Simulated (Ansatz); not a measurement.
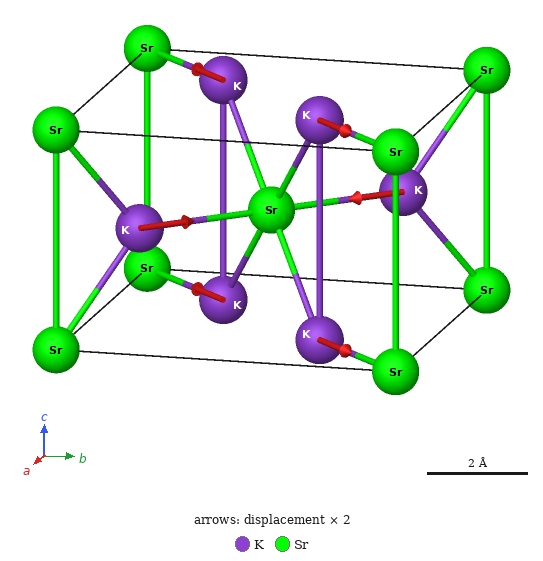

This is a relaxation of solid K₂Sr (built on the rutile_136 type) (coarse preliminary run). The starting structure is drawn; red arrows show the displacements (the part carried along by the change of the cell is left out), magnified 2 times.

The picture is a ball-and-stick view of the cell of the calculation, seen slightly off an axis.

Case: rutile type (P4_2/mnm, No. 136).

All numbers below come from DFT PBE, scalar-relativistic, plane waves, PAW in Ansatz.

Input file:
```yaml
crystal:
  lattice:
    - [7.0437415385, 0.0, 0.0]
    - [0.0, 7.0437415385, 0.0]
    - [0.0, 0.0, 4.5368809779]
  atoms:
    - { symbol: K, position: [0.306, 0.306, 0.0] }
    - { symbol: K, position: [0.194, 0.806, 0.5] }
    - { symbol: K, position: [0.694, 0.694, 0.0] }
    - { symbol: K, position: [0.806, 0.194, 0.5] }
    - { symbol: Sr, position: [0.0, 0.0, 0.0] }
    - { symbol: Sr, position: [0.5, 0.5, 0.5] }
basis:
  ecutwfc: 420
kpoints:
  mp_grid: { grid: [4, 4, 4] }
hamiltonian:
  xc: pbe
scf:
  occupations: { method: gaussian, width: 0.1 }
  lower_state_search: "off"
output:
  forces: true
  stress: true
  eigenvalues: true
relax:
  adjacent_minimum: "off"
  f_tol: 0.04
  max_steps: 70
  cell: { stress_tol: 0.4 }
```

Run as
```bash
ansatz run input.yaml --threads 1 --pin off --max-ram 2560MiB --backend cpu --events-out ev --progress --plain --runs-dir out
```

Which element moves most?

Potassium: up to 0.64 Å, against 0.00 Å for strontium.

What did the optimiser do to the structure, and how much energy did it gain?

Over 14 accepted moves (16 points after the start) the energy falls by 1136 meV per atom. The largest force component goes from 0.5 to 0.0092 eV/Å. The pressure goes from 8.98 to 0.18 GPa. At 2 points the geometry stayed and the basis and grid were re-selected for the new cell (energy shift of 89.6 meV per atom at most each time). The largest moves relative to the cell, 0.64 Å, are those of K1, K2, K3 and K4. K2 goes along [1 −1 0]. Sr stays in place. The volume changes by +137.5 %, with a = b 7.044 → 10.861 Å (+54.2 %), c 4.537 → 4.532 Å (−0.1 %). Among the contacts that change: K1–Sr6 2.980 → 4.272 Å, K1–Sr5 3.048 → 4.058 Å, Sr5–Sr5 4.537 → 4.532 Å, K1–K1 4.537 → 4.532 Å. Among the angles between lasting bonds that change: Sr5–K2–Sr5 99.1° → 64.1°, K2–K2–Sr5 139.6° → 122.0°, Sr5–K2–Sr6 130.4° → 148.0°. The space group stays P4_2/mnm (No. 136).
